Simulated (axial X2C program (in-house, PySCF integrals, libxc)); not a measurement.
# ICl: bond curves with and without spin–orbit coupling, part 2 of 2

Computed with an in-house X2C program for linear molecules on PySCF integrals; all-electron X2C, I dyall-cv3z, Cl dyall-av3z. Earlier steps stand in the parts before.

### Step 9. PBE0, 2c

State followed: Ω = 0 (closed shell). The scan is laid around 2.338 Å, a first estimate of the minimum, and this SCF restarts from the orbitals of the search.

The SCF at the reference distance of 2.338 Å:

```text
two-component X2C + atomic mean field  PBE0
basis functions 186  fitting functions 937  grid points 5080
iter        total energy     max residual
   1      -7573.629621903     1.98e+00
   2      -7573.796044620     9.84e-03
   3      -7573.796047668     3.35e-03
   4      -7573.796162502     7.74e-04
   5      -7573.796164167     4.76e-04
   6      -7573.796164376     8.65e-05
   7      -7573.796164434     5.58e-05
   8      -7573.796164441     1.54e-05
converged
one-electron -10788.25925005  Coulomb 3225.98166239  exact exchange -51.96589002  xc functional -159.07965591  nuclear repulsion 203.93013988  atomic mean-field constant -4.40317073
```

Along the bond, energies from the lowest point:

| R (Å) | E (eV) | μ (D) | HOMO (eV) | LUMO (eV) | iterations |
| --- | --- | --- | --- | --- | --- |
| 2.034 | 1.0449 | -0.43 | -7.02 | -1.66 | 20 |
| 2.128 | 0.4174 | -0.72 | -7.21 | -2.27 | 18 |
| 2.198 | 0.1579 | -0.92 | -7.34 | -2.72 | 17 |
| 2.268 | 0.0298 | -1.12 | -7.47 | -3.15 | 15 |
| 2.338 | 0.0000 | -1.30 | -7.59 | -3.55 | 8 |
| 2.420 | 0.0552 | -1.51 | -7.71 | -3.98 | 15 |
| 2.502 | 0.1776 | -1.71 | -7.83 | -4.37 | 15 |
| 2.607 | 0.3974 | -1.96 | -7.96 | -4.81 | 15 |
| 2.736 | 0.7153 | -2.26 | -8.10 | -5.27 | 16 |
| 2.922 | 1.2002 | -2.66 | -8.28 | -5.81 | 17 |

Dipoles are positive if Cl is the positive end.

Outer spinors at the reference distance:

```json
{"ω": "1/2", "occupied": "yes", "ε (eV)": "-23.89", "atomic character": "77% Cl s, 12% I s, 5% I p", "λ mixture": "100% σ"}
{"ω": "1/2", "occupied": "yes", "ε (eV)": "-19.43", "atomic character": "67% I s, 14% Cl s, 11% Cl p", "λ mixture": "100% σ"}
{"ω": "1/2", "occupied": "yes", "ε (eV)": "-11.83", "atomic character": "53% Cl p, 37% I p, 5% I s", "λ mixture": "98% σ, 2% π"}
{"ω": "1/2", "occupied": "yes", "ε (eV)": "-10.41", "atomic character": "70% Cl p, 27% I p", "λ mixture": "98% π, 2% σ"}
{"ω": "3/2", "occupied": "yes", "ε (eV)": "-10.21", "atomic character": "78% Cl p, 20% I p", "λ mixture": "100% π"}
{"ω": "1/2", "occupied": "yes", "ε (eV)": "-8.15", "atomic character": "64% I p, 31% Cl p, 3% Cl d", "λ mixture": "98% π, 2% σ"}
{"ω": "3/2", "occupied": "yes", "ε (eV)": "-7.59", "atomic character": "73% I p, 21% Cl p, 4% Cl d", "λ mixture": "100% π"}
{"ω": "1/2", "occupied": "no", "ε (eV)": "-3.55", "atomic character": "47% I p, 27% Cl p, 10% I d", "λ mixture": "98% σ, 2% π"}
{"ω": "1/2", "occupied": "no", "ε (eV)": "0.92", "atomic character": "69% Cl s, 10% Cl p, 10% I s", "λ mixture": "100% σ"}
{"ω": "1/2", "occupied": "no", "ε (eV)": "1.54", "atomic character": "80% Cl p, 15% Cl s, 2% I d", "λ mixture": "100% σ"}
{"ω": "1/2", "occupied": "no", "ε (eV)": "1.76", "atomic character": "94% Cl p, 4% I p", "λ mixture": "100% π"}
```

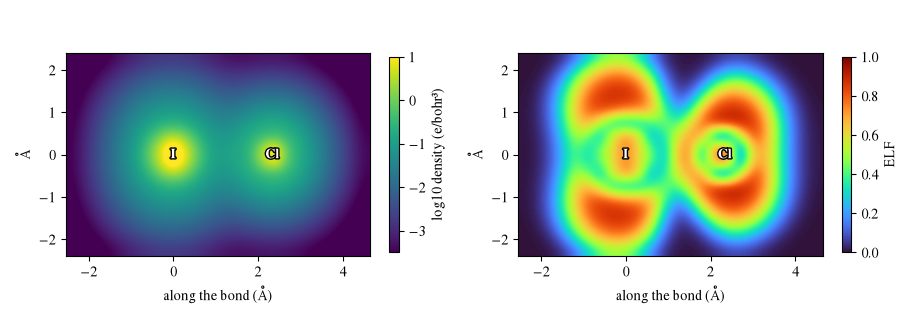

PBE0 fields in a plane through the axis, from a grid of 0.3 Å; I lies at z = 0 and Cl at z = 2.338 Å; the ELF is damped to zero where the density is low.

Re = 2.328 Å, ωe = 389 cm⁻¹, ωexe = 1.3 cm⁻¹, Be = 0.1134 cm⁻¹, De = 2.19 eV, μ = -1.28 D.

### Step 10. HF, 2c

The SCF at the reference distance of 2.338 Å:

```text
two-component X2C + atomic mean field  HF
basis functions 186  fitting functions 937  grid points 5080
iter        total energy     max residual
   1      -7570.614178594     4.10e-01
   2      -7570.638095701     7.06e-03
   3      -7570.638683945     9.97e-03
   4      -7570.638767709     1.43e-03
   5      -7570.638776282     4.76e-04
   6      -7570.638778634     4.29e-04
   7      -7570.638779423     1.15e-04
   8      -7570.638779608     4.52e-05
   9      -7570.638779639     2.62e-05
  10      -7570.638779643     5.00e-06
  11      -7570.638779644     2.64e-06
converged
one-electron -10786.66434543  Coulomb 3224.43344685  exact exchange -207.93485021  xc functional 0.00000000  nuclear repulsion 203.93013988  atomic mean-field constant -4.40317073
```

Re = 2.322 Å, ωe = 411 cm⁻¹, ωexe = 1.15 cm⁻¹, Be = 0.114 cm⁻¹, De = 0.524 eV, μ = -1.45 D.

### Step 11. PBE50, 2c

Output at 2.338 Å:

```text
two-component X2C + atomic mean field  PBE50
basis functions 186  fitting functions 937  grid points 5080
iter        total energy     max residual
   1      -7573.906728963     1.40e-01
   2      -7573.909888328     1.68e-03
   3      -7573.909916179     1.30e-03
   4      -7573.909921443     3.54e-04
   5      -7573.909922744     8.54e-05
   6      -7573.909922824     4.78e-05
   7      -7573.909922867     2.42e-05
   8      -7573.909922872     1.03e-05
converged
one-electron -10788.30732146  Coulomb 3226.06081460  exact exchange -103.95429884  xc functional -107.23608632  nuclear repulsion 203.93013988  atomic mean-field constant -4.40317073
```

Re = 2.302 Å, ωe = 413 cm⁻¹, ωexe = 1.24 cm⁻¹, Be = 0.116 cm⁻¹, De = 1.98 eV, μ = -1.27 D.

### Step 12. Correlated methods, 2c

Correlated methods: 14 electrons correlated (frozen shells, counted by type: I 4 s, 3 p, 2 d; Cl 2 s, 1 p), 244 virtual spinors in MP2, 90 natural virtuals in coupled cluster.

Output of the correlated part at 2.338 Å:

```text
correlated 14  virtual 244  natural virtual 90  E(MP2) -0.338453772  MP2 remainder -0.014884070
iter   CCSD correlation   residual
   1     -0.344836549   1.10e-01
   2     -0.353620892   3.69e-02
   3     -0.354451703   1.08e-02
   4     -0.354449125   3.72e-03
   5     -0.354464798   1.09e-03
   6     -0.354462838   4.17e-04
   7     -0.354463512   1.50e-04
   8     -0.354464558   7.67e-05
   9     -0.354463708   4.59e-05
  10     -0.354463871   2.27e-05
  11     -0.354463815   5.70e-06
  12     -0.354463893   1.58e-06
  13     -0.354463899   5.94e-07
(T) -0.014670404  T1 0.0119  D1 0.0215  max T2 0.089
```

MP2: Re = 2.333 Å, ωe = 393 cm⁻¹, Be = 0.113 cm⁻¹, De = 2.13 eV.

CCSD: Re = 2.345 Å, ωe = 383 cm⁻¹, ωexe = 1.33 cm⁻¹, Be = 0.1118 cm⁻¹, De = 1.85 eV. T1 at Re = 0.008 (Lee–Taylor, the printed value over √2).

CCSD(T): Re = 2.353 Å, ωe = 373 cm⁻¹, ωexe = 1.45 cm⁻¹, Be = 0.111 cm⁻¹, De = 1.98 eV. T1 at Re = 0.008 (Lee–Taylor, the printed value over √2).

### Step 13. A higher determinant, 2c

State: Ω = 2 (excess of +ω over −ω: ω = 1/2, ω = 3/2).

Output at the reference distance:

```text
two-component X2C + atomic mean field  PBE0
basis functions 186  fitting functions 937  grid points 5080
iter        total energy     max residual
   1      -7573.550152687     2.02e+00
   2      -7573.728509001     1.16e-02
   3      -7573.728526674     3.60e-03
   4      -7573.728671413     9.40e-04
   5      -7573.728673923     5.92e-04
   6      -7573.728674173     1.13e-04
   7      -7573.728674238     5.71e-05
   8      -7573.728674243     1.81e-05
converged
one-electron -10788.09262261  Coulomb 3225.89820204  exact exchange -51.96914004  xc functional -159.09208278  nuclear repulsion 203.93013988  atomic mean-field constant -4.40317073
```

| R (Å) | E above the lowest PBE0 point (eV) |
| --- | --- |
| 2.034 | 4.208 |
| 2.128 | 3.145 |
| 2.198 | 2.571 |
| 2.268 | 2.144 |
| 2.338 | 1.837 |
| 2.420 | 1.595 |
| 2.502 | 1.449 |
| 2.607 | 1.367 |
| 2.736 | 1.373 |

No constants are quoted: too few points lie around the minimum for a second fit to confirm the first.

### Step 14. The 2c curves together

Energy (eV) of the followed determinant, 2c, from each level's lowest point:

| R (Å) | PBE0 | HF | MP2 | CCSD | CCSD(T) | PBE50 |
| --- | --- | --- | --- | --- | --- | --- |
| 2.034 | 1.045 | 1.088 | 1.102 | n/a | n/a | 0.924 |
| 2.128 | 0.417 | 0.428 | 0.447 | 0.489 | 0.509 | 0.331 |
| 2.198 | 0.158 | 0.156 | 0.173 | 0.201 | 0.215 | 0.100 |
| 2.268 | 0.030 | 0.025 | 0.036 | 0.049 | 0.057 | 0.000 |
| 2.338 | 0.000 | 0.000 | 0.000 | 0.000 | 0.000 | 0.000 |
| 2.420 | 0.055 | 0.069 | 0.052 | 0.036 | 0.026 | 0.090 |
| 2.502 | 0.178 | 0.212 | 0.174 | 0.143 | 0.122 | 0.248 |
| 2.607 | 0.397 | 0.468 | 0.397 | 0.346 | 0.307 | 0.512 |
| 2.736 | 0.715 | 0.841 | 0.722 | n/a | n/a | 0.884 |
| 2.922 | 1.200 | 1.420 | 1.218 | n/a | n/a | 1.444 |

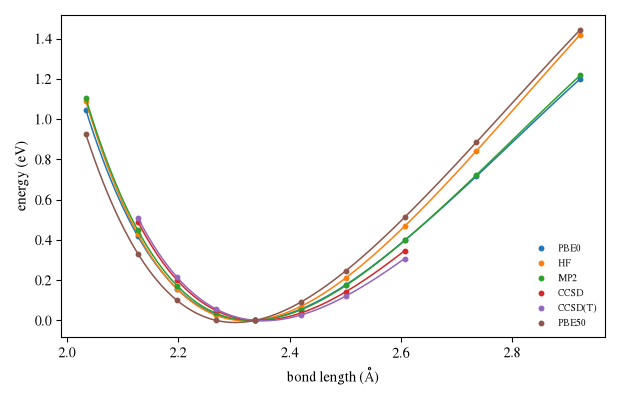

Curves of the followed state, 2c, each from its own lowest point.

The whole job took 2.6 min on 1 thread of Arm Neoverse V1, shared host; peak memory 0.9 GiB.

### Step 15. Results

The summary covers parts 1 to 2.

Lowest determinant that the search found at its distance, spin-free: M_S = 0, Λ = 0 (closed shell).

Lowest determinant that the search found at its distance, 2c: Ω = 0 (closed shell).

```json
{"Hamiltonian": "spin-free", "level": "PBE0", "Re (Å)": "2.317", "ωe (cm⁻¹)": "401", "De (eV)": "2.40", "μ (D)": "-1.14"}
{"Hamiltonian": "spin-free", "level": "HF", "Re (Å)": "2.313", "ωe (cm⁻¹)": "421", "De (eV)": "0.832", "μ (D)": "-1.31"}
{"Hamiltonian": "spin-free", "level": "MP2", "Re (Å)": "2.323", "ωe (cm⁻¹)": "403", "De (eV)": "2.39", "μ (D)": "n/a"}
{"Hamiltonian": "spin-free", "level": "CCSD", "Re (Å)": "2.336", "ωe (cm⁻¹)": "392", "De (eV)": "2.12", "μ (D)": "n/a"}
{"Hamiltonian": "spin-free", "level": "CCSD(T)", "Re (Å)": "2.343", "ωe (cm⁻¹)": "383", "De (eV)": "2.24", "μ (D)": "n/a"}
{"Hamiltonian": "spin-free", "level": "PBE50", "Re (Å)": "2.293", "ωe (cm⁻¹)": "424", "De (eV)": "2.20", "μ (D)": "-1.14"}
{"Hamiltonian": "2c", "level": "PBE0", "Re (Å)": "2.328", "ωe (cm⁻¹)": "389", "De (eV)": "2.19", "μ (D)": "-1.28"}
{"Hamiltonian": "2c", "level": "HF", "Re (Å)": "2.322", "ωe (cm⁻¹)": "411", "De (eV)": "0.524", "μ (D)": "-1.45"}
{"Hamiltonian": "2c", "level": "MP2", "Re (Å)": "2.333", "ωe (cm⁻¹)": "393", "De (eV)": "2.13", "μ (D)": "n/a"}
{"Hamiltonian": "2c", "level": "CCSD", "Re (Å)": "2.345", "ωe (cm⁻¹)": "383", "De (eV)": "1.85", "μ (D)": "n/a"}
{"Hamiltonian": "2c", "level": "CCSD(T)", "Re (Å)": "2.353", "ωe (cm⁻¹)": "373", "De (eV)": "1.98", "μ (D)": "n/a"}
{"Hamiltonian": "2c", "level": "PBE50", "Re (Å)": "2.302", "ωe (cm⁻¹)": "413", "De (eV)": "1.98", "μ (D)": "-1.27"}
```

Dipoles are positive if Cl is the positive end.

Time per point (s) on 1 thread of Arm Neoverse V1, shared host (2c runs; CCSD comes with the CCSD(T) run); the times are rough: PBE0 0.69, HF 0.47, MP2 0.75, CCSD(T) 6.3, PBE50 0.69.

At CCSD(T), going from spin-free to two-component changes Re by +10 mÅ, ωe by -2.7 %; the spin-free picture holds up (part of it comes from the scalar share of the two-electron terms). De moves by -0.26 eV; both De rest on single-determinant atoms, which can miss part of an open shell's spin–orbit lowering.

De refers to I + Cl, each in the lowest determinant found, which need not be this curve's own limit. Each curve is one determinant whose occupation by symmetry is held fixed; it was picked as the lowest of a PBE0 search that is not exhaustive. Closed shells are restricted here (equal orbitals for both partners), which fails at long range if the bond breaks into open shells. De is counted from the lowest determinant-based energies of the atoms at the same level, without counterpoise correction. CCSD and (T) use frozen natural virtuals with an MP2 correction for the truncation.
